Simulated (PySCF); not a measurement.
Sn(H)2(Me)(NH2), SMILES [CH3][SnH2][NH2], B3LYP/def2-SVP optimised geometry. Atoms within 1.6 Å of the plane z = 0.0 Å (x, y, z in Å): Sn1 (-0.98, -0.29, 0.00), C2 (1.20, -0.29, 0.00), H4 (-1.58, -1.17, 1.36), H5 (-1.58, 1.32, 0.00), H6 (1.58, -1.32, -0.02), H7 (1.57, 0.20, 0.91), H8 (1.58, 0.25, -0.88).

Calculation: B3LYP/def2-TZVP, def2 effective core potentials past Kr (PySCF). The core electrons that the potentials of Sn replace are not part of the density. Cells within 0.4 Å of a nucleus heavier than hydrogen are left out (blank, or x).

Map of the electrostatic potential (hartree/e), clipped to [-0.08, 0.12] on the plane z = 0.0 Å:

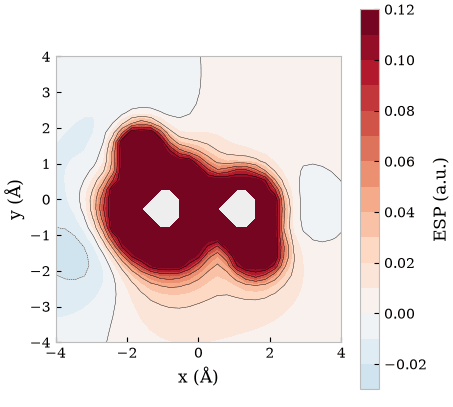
*Electrostatic potential (hartree/e), clipped to [-0.08, 0.12] on the plane z = 0.0 Å.*
